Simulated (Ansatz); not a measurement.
A series of calculations on CH3FS2

**1. Relaxation**

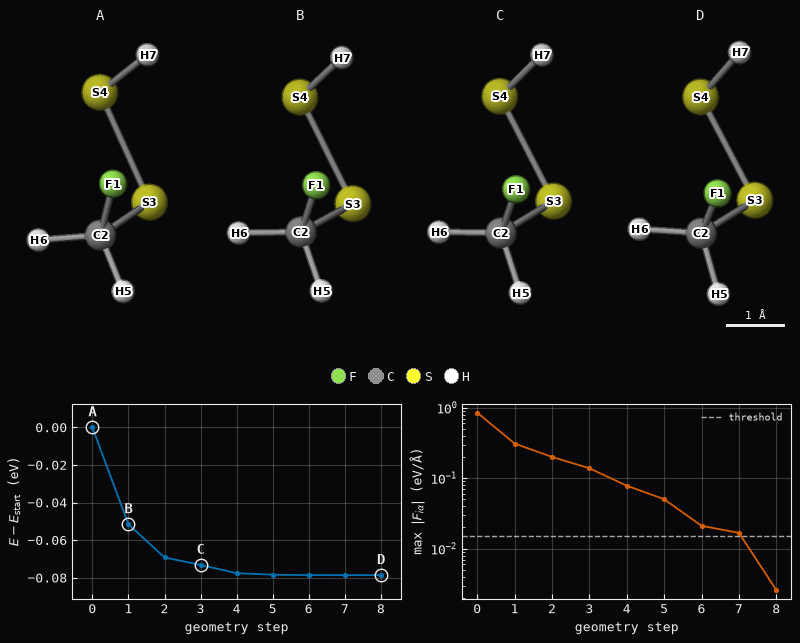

Frames of a relaxation of CH3FS2, marked on the history of the run. Style: ball-and-stick. Shown from a free direction.

The run prepares an end point of a later path (torsion) calculation, from a guessed geometry.

Computed with RKS PBE-D4/def2-SVP (Ansatz). (no spin polarisation; force threshold 0.015 eV/Å; at most 40 steps)

Describe the path.

Over 8 geometry steps the energy falls by 0.079 eV. The largest force component goes from 0.85 to 0.0026 eV/Å. F1 moves most after the best rigid fit: 0.25 Å. By element the largest moves are F 0.25 Å, H 0.19 Å, S 0.12 Å, C 0.05 Å. Some distances before and after: S3–S4 2.131 → 2.090 Å, C2–H5 1.091 → 1.115 Å, C2–S3 1.805 → 1.820 Å, S4–H7 1.377 → 1.369 Å. Bond angles that change, for instance: F1–C2–S3 108.6° → 113.3°, S3–C2–H5 107.8° → 104.5°, S3–C2–H6 111.9° → 109.2°. Cost: 10 s on 1 thread of AMD EPYC 9R45 96-Core Processor (Zen 5) (shared host), peak memory 0.16 GiB. From step 0 to 1: H6 moves most (0.13 Å), energy −0.052 eV. From step 1 to 3: F and H atoms move most (0.09 Å), energy −0.022 eV. From step 3 to 8: F1 moves most (0.09 Å), energy −0.005 eV.

```tsv
step	E − E(0), eV	largest force component, eV/Å
0	0.0000	0.8511
1	-0.0515	0.3099
2	-0.0692	0.2004
3	-0.0732	0.1383
4	-0.0776	0.0783
5	-0.0784	0.0503
6	-0.0786	0.0211
7	-0.0786	0.0167
8	-0.0786	0.0026
```

**2. Relaxation**

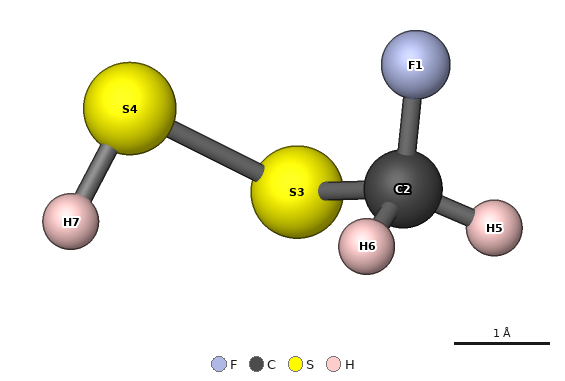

Starting structure of CH3FS2. The picture is a ball-and-stick view, seen at a tilt.

The run prepares an end point of a later path (torsion) calculation, from a guessed geometry.

Method: RKS PBE-D4/def2-SVP (Ansatz 0.2.0).

Input file:
```yaml
crystal:
  periodic: [false, false, false]
  atoms:
    - { symbol: F, position_ang: [-1.0117, -0.2735, 0.9921] }
    - { symbol: C, position_ang: [-0.5828, 0.7551, 0.1773] }
    - { symbol: S, position_ang: [0.22, 0.0441, -1.2742] }
    - { symbol: S, position_ang: [1.766, -1.1229, -0.3856] }
    - { symbol: H, position_ang: [-1.4215, 1.3616, -0.1689] }
    - { symbol: H, position_ang: [0.1061, 1.3983, 0.7563] }
    - { symbol: H, position_ang: [2.75196, -0.16997, -0.51038] }
basis:
  gaussian: { orbitals: def2-SVP }
hamiltonian:
  xc: pbe
  dispersion: d4
relax:
  f_tol: 0.015
  max_steps: 40
```

Command:
```bash
ansatz run input.yaml --threads 1 --pin off --max-ram 2048MiB --backend cpu --events-out ev --progress --plain --runs-dir out
```

Predict the outcome.

Answer. After 5 accepted moves (6 points after the start) the energy has fallen by 7.84 kJ/mol. The largest force component goes from 0.95 to 0.01 eV/Å. The line search rejected the trial step at point 3 of the run. F1 moves most after the best rigid fit: 0.25 Å. By element the largest moves are F 0.25 Å, H 0.17 Å, S 0.12 Å, C 0.06 Å. Near-neighbour distances that change, for instance: S3–S4 2.131 → 2.091 Å, C2–H5 1.091 → 1.116 Å, C2–S3 1.805 → 1.823 Å, F1–C2 1.381 → 1.370 Å. Among the angles between lasting bonds that change: F1–C2–S3 108.6° → 113.8°, S3–C2–H5 107.8° → 103.9°, S3–C2–H6 111.9° → 109.3°. Cost: 8.4 s on 1 thread of AMD EPYC 9R45 96-Core Processor (Zen 5) (shared host), peak memory 0.15 GiB.

The structure at the end:

```xyz
7

F    -1.2385   -0.1872    1.0274
C    -0.5897    0.7028    0.2125
S     0.1969   -0.0695   -1.2400
S     1.8357   -1.0562   -0.3955
H    -1.3205    1.4210   -0.2284
H     0.1787    1.2507    0.7994
H     2.7654   -0.0688   -0.5887
```

After the run, drawn alike:

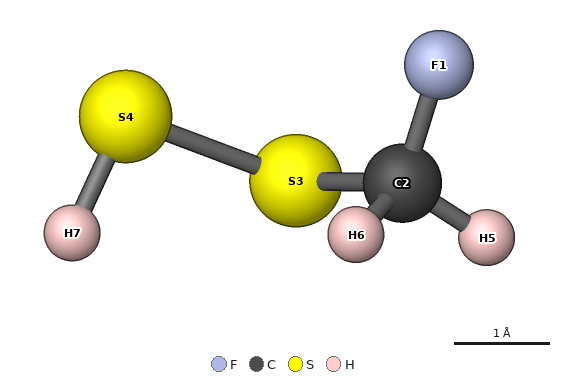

**3. Path**

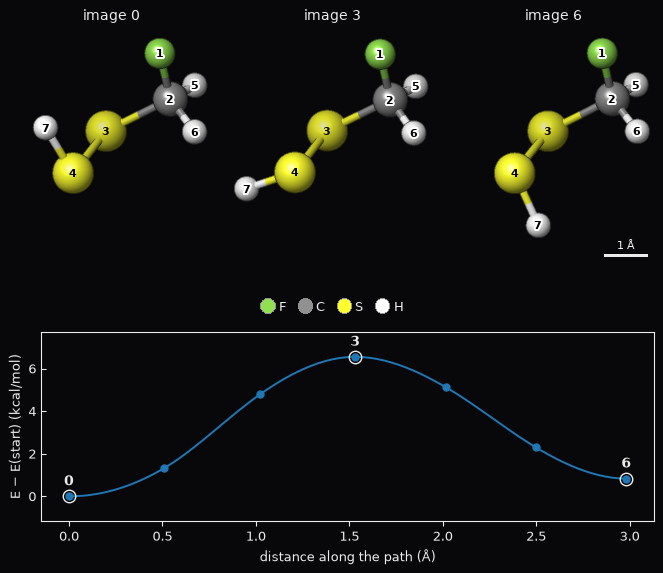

A search for the minimum-energy path of CH₃FS₂ by the nudged elastic band. Images are numbered from 0 (start) to 6 (end). Style: ball-and-stick. Shown from a free direction.

Method: Ansatz, RKS PBE-D4/def2-SVP.

The input:
```yaml
crystal:
  periodic: [false, false, false]
  atoms:
    - { symbol: F, position_ang: [-1.248387, -0.194127, 1.007009] }
    - { symbol: C, position_ang: [-0.602946, 0.713116, 0.202651] }
    - { symbol: S, position_ang: [0.138445, -0.039587, -1.279735] }
    - { symbol: S, position_ang: [1.784922, -1.045356, -0.47546] }
    - { symbol: H, position_ang: [-1.331837, 1.455946, -0.196878] }
    - { symbol: H, position_ang: [0.189847, 1.226655, 0.787465] }
    - { symbol: H, position_ang: [1.131256, -2.184647, -0.090952] }
basis:
  gaussian: { orbitals: def2-SVP }
hamiltonian:
  xc: pbe
  dispersion: d4
neb:
  order_check: false
  images: 5
  f_tol: 0.05
  max_iterations: 60
  initial_path: idpp
  final_atoms:
    - { symbol: F, position_ang: [-1.64708367, 0.08629972, 0.94260595] }
    - { symbol: C, position_ang: [-0.6458249, 0.68958507, 0.2279887] }
    - { symbol: S, position_ang: [-0.0796894, -0.28192529, -1.2075354] }
    - { symbol: S, position_ang: [0.99485665, -1.83374209, -0.30781534] }
    - { symbol: H, position_ang: [-1.01604279, 1.64113326, -0.22129714] }
    - { symbol: H, position_ang: [0.21706866, 0.89307649, 0.89809273] }
    - { symbol: H, position_ang: [2.23801544, -1.26242715, -0.3779395] }
```

Run as
```bash
ansatz run input.yaml --threads 1 --pin off --max-ram 2048MiB --backend cpu --events-out ev --progress --plain --runs-dir out
```

Describe the mechanism and the energy profile.

The motion is a rotation about the S3–S4 bond by about 180°. No bond forms or breaks between the ends. Among the angles between lasting bonds that change up to the highest image: S3–S4–H7 97.6° → 92.3°, C2–S3–S4 101.9° → 98.1°. The highest point, image 3, lies 6.6 kcal/mol above the start and 5.7 kcal/mol above the end; the end is at +0.8 kcal/mol relative to the start. The band is converged. At the top, the vibrational analysis gives one imaginary mode (262i cm⁻¹), as a transition state must have.

Cost: 34 s on 1 thread of AMD EPYC 9R45 96-Core Processor (Zen 5) (shared host), peak memory 0.16 GiB.
